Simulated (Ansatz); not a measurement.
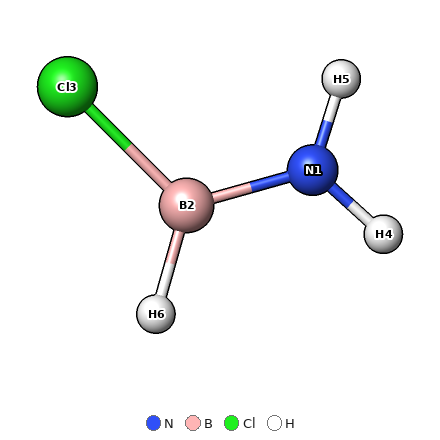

The system is BClH3N, SMILES NBCl; the picture shows the reference structure. First axis: umbrella angle at B2 (between each of its bonds and their common axis; 90 is planar). Second axis: change of the bonds B2–N1, B2–Cl3, B2–H6, all alike. Nothing is relaxed (all other coordinates rigid). Grid: 11 × 11 points; 66 points were computed and 55 follow by symmetry. Points are written as (first, second). Energies are in kcal/mol, from the lowest grid point. Computed with RKS r2SCAN-D4/def2-TZVP (Ansatz 0.2.0).

Its coordinates:

```xyz
6

N    -0.3960   -0.0082   -0.6588
B     0.3713   -0.1610    0.4849
Cl    0.5300    1.1923    1.6181
H    -0.5137   -0.7492   -1.3295
H    -0.8795    0.8453   -0.8892
H     0.9301   -1.1832    0.7284
```

Range: umbrella angle at B2 (between each of its bonds and their common axis; 90 is planar) from 66.0 to 114.0°; change of the bonds B2–N1, B2–Cl3, B2–H6, all alike from −0.159 to 0.246 Å.

### What landscape does the calculation give?

The lowest grid point is at (90.0°, 0.003 Å). It is the only kind of minimum in the scanned range. The highest grid point, (66.0°, −0.159 Å), lies 92.9 kcal/mol above the lowest. Round the minimum the two coordinates are nearly uncoupled.

| second ↓, first → | 66.0 | 70.8 | 75.6 | 80.4 | 85.2 | 90.0 | 94.8 | 99.6 | 104.4 | 109.2 | 114.0 |
| --- | --- | --- | --- | --- | --- | --- | --- | --- | --- | --- | --- |
| 0.246 | 73.7 | 63.5 | 55.6 | 50.1 | 46.8 | 45.7 | 46.8 | 50.1 | 55.6 | 63.5 | 73.7 |
| 0.206 | 64.0 | 53.0 | 44.6 | 38.7 | 35.2 | 34.1 | 35.2 | 38.7 | 44.6 | 53.0 | 64.0 |
| 0.165 | 55.3 | 43.5 | 34.5 | 28.3 | 24.5 | 23.3 | 24.5 | 28.3 | 34.5 | 43.5 | 55.3 |
| 0.125 | 48.4 | 35.7 | 26.2 | 19.5 | 15.6 | 14.2 | 15.6 | 19.5 | 26.2 | 35.7 | 48.4 |
| 0.084 | 43.4 | 29.8 | 19.6 | 12.5 | 8.3 | 6.9 | 8.3 | 12.5 | 19.6 | 29.8 | 43.4 |
| 0.043 | 41.1 | 26.4 | 15.4 | 7.9 | 3.4 | 1.9 | 3.4 | 7.9 | 15.4 | 26.4 | 41.1 |
| 0.003 | 41.8 | 26.1 | 14.4 | 6.3 | 1.6 | 0.0 | 1.6 | 6.3 | 14.4 | 26.1 | 41.8 |
| −0.038 | 46.5 | 29.6 | 17.1 | 8.5 | 3.4 | 1.7 | 3.4 | 8.5 | 17.1 | 29.6 | 46.5 |
| −0.078 | 55.8 | 37.6 | 24.2 | 15.0 | 9.6 | 7.8 | 9.6 | 15.0 | 24.2 | 37.6 | 55.8 |
| −0.119 | 71.1 | 51.5 | 37.1 | 27.2 | 21.4 | 19.5 | 21.4 | 27.2 | 37.1 | 51.5 | 71.1 |
| −0.159 | 92.9 | 71.7 | 56.3 | 45.7 | 39.5 | 37.5 | 39.5 | 45.7 | 56.3 | 71.7 | 92.9 |

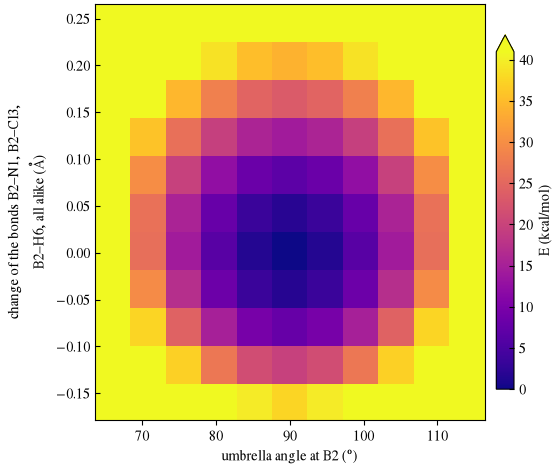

The picture shows one coloured cell a grid point, one colour for all values above the top of the scale.

Time for the 66 points that were run: 4.7 min on 1 thread of Arm Neoverse V2, with other jobs on the host.
